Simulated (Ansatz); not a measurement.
# Calculations on SiH5SOCl

**1. Relaxation**

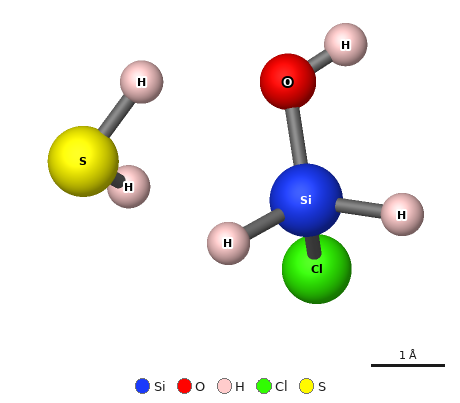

Starting structure of SiH₅SOCl. The picture is a ball-and-stick view, seen at a tilt.

The run prepares an end point of a later path (reaction) calculation, from a guessed geometry.

Method: RKS PBE0/def2-SVP in Ansatz.

Input file:
```yaml
crystal:
  periodic: [false, false, false]
  atoms:
    - { symbol: Si, position_ang: [-0.150626, -0.111624, 0.025577] }
    - { symbol: O, position_ang: [-0.392718, -0.05294, 1.680217] }
    - { symbol: H, position_ang: [-0.575547, -0.904854, 2.08797] }
    - { symbol: Cl, position_ang: [1.807023, -0.609865, -0.439676] }
    - { symbol: H, position_ang: [-0.510972, 1.177278, -0.591814] }
    - { symbol: H, position_ang: [-0.970465, -1.229253, -0.526911] }
    - { symbol: S, position_ang: [1.483149, 2.539208, 1.314655] }
    - { symbol: H, position_ang: [2.520857, 1.686034, 1.177572] }
    - { symbol: H, position_ang: [0.846398, 1.700815, 2.202611] }
basis:
  gaussian: { orbitals: def2-SVP }
hamiltonian:
  xc: pbe0
relax:
  f_tol: 0.03
  max_steps: 50
```

Launched with:
```bash
ansatz run input.yaml --threads 2 --pin off --max-ram 3072MiB --backend cpu --events-out ev --progress --plain --runs-dir out
```

What does the optimiser find from here?

Over 8 accepted moves (10 points after the start) the energy falls by 0.085 eV. The largest force component goes from 0.55 to 0.012 eV/Å. The line search rejected the trial steps at points 6, 9 of the run. The atom that moves furthest after the best rigid fit is S7 (0.47 Å). By element the largest moves are S 0.47 Å, H 0.21 Å, Cl 0.17 Å, Si 0.16 Å, O 0.11 Å. Some distances before and after: S7–H9 1.377 → 1.352 Å, Si1–O2 1.673 → 1.660 Å, Si1–H6 1.492 → 1.488 Å, Si1–H5 1.474 → 1.478 Å. Among the angles between lasting bonds that change: O2–Si1–H5 110.4° → 106.7°, O2–Si1–H6 108.2° → 111.1°, Si1–O2–H3 114.6° → 117.3°.

Step by step:

```json
{"step": "0", "E − E(0), eV": "0.0000", "largest force component, eV/Å": "0.5476", "note": ""}
{"step": "1", "E − E(0), eV": "-0.0528", "largest force component, eV/Å": "0.4339", "note": ""}
{"step": "2", "E − E(0), eV": "-0.0644", "largest force component, eV/Å": "0.4033", "note": ""}
{"step": "3", "E − E(0), eV": "-0.0739", "largest force component, eV/Å": "0.2345", "note": ""}
{"step": "4", "E − E(0), eV": "-0.0782", "largest force component, eV/Å": "0.2641", "note": ""}
{"step": "5", "E − E(0), eV": "-0.0809", "largest force component, eV/Å": "0.3266", "note": ""}
{"step": "6", "E − E(0), eV": "-0.0786", "largest force component, eV/Å": "0.3932", "note": "rejected"}
{"step": "7", "E − E(0), eV": "-0.0842", "largest force component, eV/Å": "0.1001", "note": ""}
{"step": "8", "E − E(0), eV": "-0.0843", "largest force component, eV/Å": "0.0404", "note": ""}
{"step": "9", "E − E(0), eV": "-0.0843", "largest force component, eV/Å": "0.0566", "note": "rejected"}
{"step": "10", "E − E(0), eV": "-0.0847", "largest force component, eV/Å": "0.0118", "note": ""}
```

The structure at the end:

```xyz
9

Si   -0.2327   -0.2232   -0.0512
O    -0.4497   -0.0532    1.5858
H    -0.3820   -0.8481    2.1249
Cl    1.7258   -0.7585   -0.4675
H    -0.5188    1.0943   -0.6568
H    -1.0864   -1.3142   -0.5939
S     1.6847    2.7256    1.6960
H     2.5082    1.7883    1.1813
H     0.8080    1.7838    2.1114
```

After the run, drawn alike:

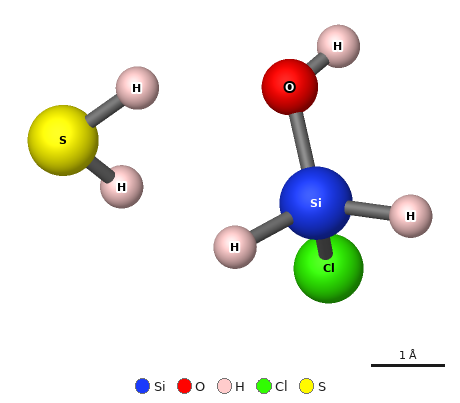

Limits of the set-up: the start holds two separate molecules, 2.2 Å apart at their closest, whose relative position is a soft coordinate and is computed without a dispersion correction.

**2. Relaxation**

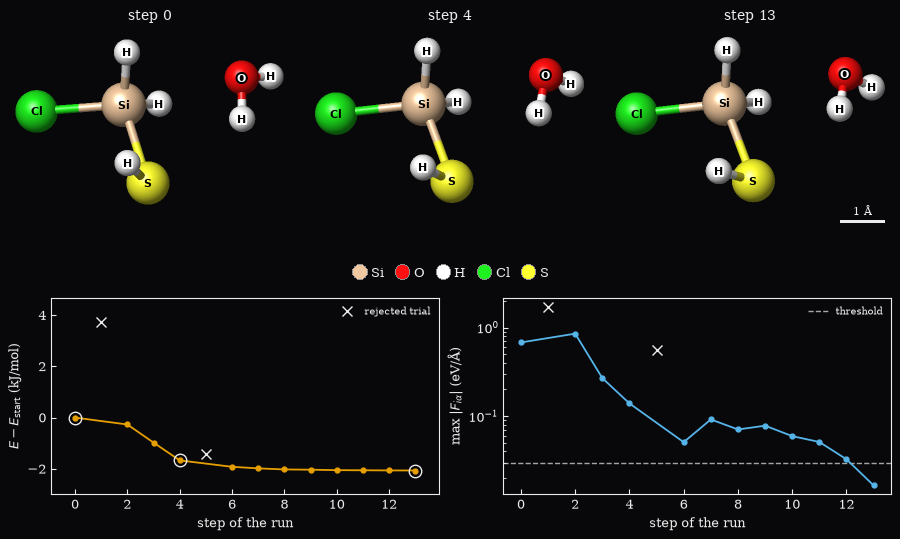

Frames of a relaxation of SiH5SOCl, marked on the history of the run. The picture is a ball-and-stick view, seen from a free direction.

The run prepares an end point of a later path (reaction) calculation, from a guessed geometry.

Theory: RKS PBE0/def2-SVP in Ansatz 0.2.0.

Input
```yaml
crystal:
  periodic: [false, false, false]
  atoms:
    - { symbol: Si, position_ang: [0.61938, 0.311826, -0.253656] }
    - { symbol: O, position_ang: [-0.588036, -0.047989, 2.337432] }
    - { symbol: H, position_ang: [-1.523242, 0.175644, 2.398355] }
    - { symbol: Cl, position_ang: [1.418013, 0.286494, -2.176349] }
    - { symbol: H, position_ang: [-0.807848, 0.677605, -0.410702] }
    - { symbol: H, position_ang: [0.908891, -1.013657, 0.33338] }
    - { symbol: S, position_ang: [1.555713, 1.885675, 0.890113] }
    - { symbol: H, position_ang: [2.60393, 1.121717, 1.269099] }
    - { symbol: H, position_ang: [-0.129699, 0.797487, 2.542528] }
basis:
  gaussian: { orbitals: def2-SVP }
hamiltonian:
  xc: pbe0
relax:
  f_tol: 0.03
  max_steps: 50
output:
  orbitals: {}
```

Command:
```bash
ansatz run input.yaml --threads 2 --pin off --max-ram 3072MiB --backend cpu --events-out ev --progress --plain --runs-dir out
```

Question: What happens along the run?

Answer: Over 11 accepted moves (13 points after the start) the energy falls by 2.07 kJ/mol. Largest force component: 0.68 eV/Å at the start, 0.017 eV/Å at the end. The line search rejected the trial steps at points 1, 5 of the run. The largest moves after the best rigid fit, 0.29 Å, are those of H8 and H9. Largest moves by element: H 0.29 Å, O 0.15 Å, S 0.14 Å, Cl 0.12 Å, Si 0.04 Å. Among the contacts that change: O2–H9 0.983 → 0.968 Å. From step 0 to 4: H atoms move most (0.18 Å), energy −1.67 kJ/mol. From step 4 to 13: H8 moves most (0.14 Å), energy −0.40 kJ/mol.

```json
{"step": "0", "E − E(0), kJ/mol": "0.00", "largest force component, eV/Å": "0.6784", "note": ""}
{"step": "1", "E − E(0), kJ/mol": "3.75", "largest force component, eV/Å": "1.7180", "note": "rejected"}
{"step": "2", "E − E(0), kJ/mol": "-0.27", "largest force component, eV/Å": "0.8527", "note": ""}
{"step": "3", "E − E(0), kJ/mol": "-0.98", "largest force component, eV/Å": "0.2687", "note": ""}
{"step": "4", "E − E(0), kJ/mol": "-1.67", "largest force component, eV/Å": "0.1393", "note": ""}
{"step": "5", "E − E(0), kJ/mol": "-1.42", "largest force component, eV/Å": "0.5646", "note": "rejected"}
{"step": "6", "E − E(0), kJ/mol": "-1.92", "largest force component, eV/Å": "0.0509", "note": ""}
{"step": "7", "E − E(0), kJ/mol": "-1.98", "largest force component, eV/Å": "0.0919", "note": ""}
{"step": "8", "E − E(0), kJ/mol": "-2.02", "largest force component, eV/Å": "0.0708", "note": ""}
{"step": "9", "E − E(0), kJ/mol": "-2.03", "largest force component, eV/Å": "0.0781", "note": ""}
{"step": "10", "E − E(0), kJ/mol": "-2.05", "largest force component, eV/Å": "0.0595", "note": ""}
{"step": "11", "E − E(0), kJ/mol": "-2.06", "largest force component, eV/Å": "0.0511", "note": ""}
{"step": "12", "E − E(0), kJ/mol": "-2.06", "largest force component, eV/Å": "0.0326", "note": ""}
{"step": "13", "E − E(0), kJ/mol": "-2.07", "largest force component, eV/Å": "0.0166", "note": ""}
```

Limits of the set-up: the start holds two separate molecules, 2.6 Å apart at their closest, whose relative position is a soft coordinate and is computed without a dispersion correction.

**3. Path**

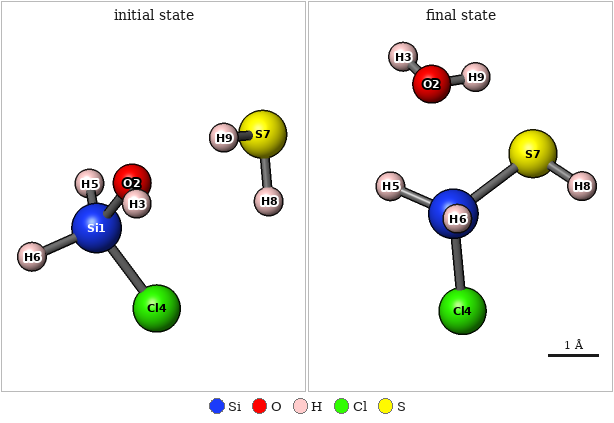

The two relaxed end points of a path for SiH$_{5}$SOCl, made up at the start of SiH3OCl and H$_{2}$S. Style: ball-and-stick. Shown from a free direction.

These are results of Ansatz, RKS PBE0/def2-SVP, not measurements.

Run with 5 movable images; climbing image; force threshold 0.05 eV/Å; iteration limit 60.

Start:
```xyz
9

Si   -0.2332   -0.2238   -0.0503
O    -0.4494   -0.0523    1.5867
H    -0.3817   -0.8467    2.1265
Cl    1.7251   -0.7599   -0.4669
H    -0.5193    1.0932   -0.6569
H    -1.0874   -1.3151   -0.5916
S     1.6855    2.7262    1.6934
H     2.5086    1.7882    1.1792
H     0.8088    1.7850    2.1101
```

End:
```xyz
9

Si    0.6108    0.2213   -0.2152
O    -0.7752    0.0661    2.3524
H    -1.5441    0.6475    2.3520
Cl    1.5315    0.0926   -2.0746
H    -0.7867    0.6527   -0.4478
H     0.7864   -1.1045    0.4183
S     1.5459    1.7973    0.9236
H     2.7345    1.1642    1.0339
H    -0.0461    0.6577    2.5877
```

Q: What barrier does the band find between them, and by what path?

A: Forward barrier 1.30 eV, backward barrier 1.04 eV, with image 3 at the top; the reaction energy is +0.26 eV. Breaking: S7–H9 (1.35 → 1.76 at the top → 2.57 Å), Si1–O2 (1.66 → 1.84 at the top → 2.92 Å). Forming: O2–H9 (2.29 → 1.11 at the top → 0.97 Å), Si1–S7 (3.93 → 2.51 at the top → 2.16 Å). The band converged in 23 iterations, with a climbing image at the top.

Energies of the converged images:

```json
{"image": "0", "path (Å)": "0.00", "E (eV)": "0.000"}
{"image": "1", "path (Å)": "0.68", "E (eV)": "0.083"}
{"image": "2", "path (Å)": "1.36", "E (eV)": "0.515"}
{"image": "3", "path (Å)": "2.05", "E (eV)": "1.297"}
{"image": "4", "path (Å)": "3.46", "E (eV)": "0.642"}
{"image": "5", "path (Å)": "4.86", "E (eV)": "0.347"}
{"image": "6", "path (Å)": "6.27", "E (eV)": "0.256"}
```

The geometry at the top of the path:

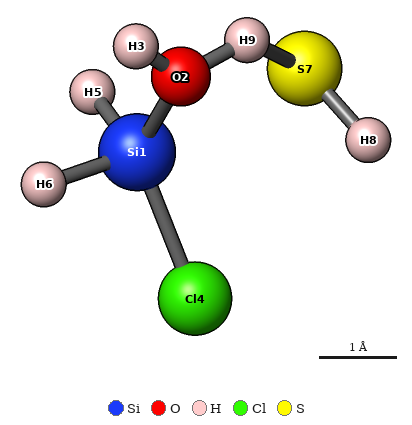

Limits of the set-up: the start holds two separate molecules, 2.3 Å apart at their closest, whose relative position is a soft coordinate and is computed without a dispersion correction.
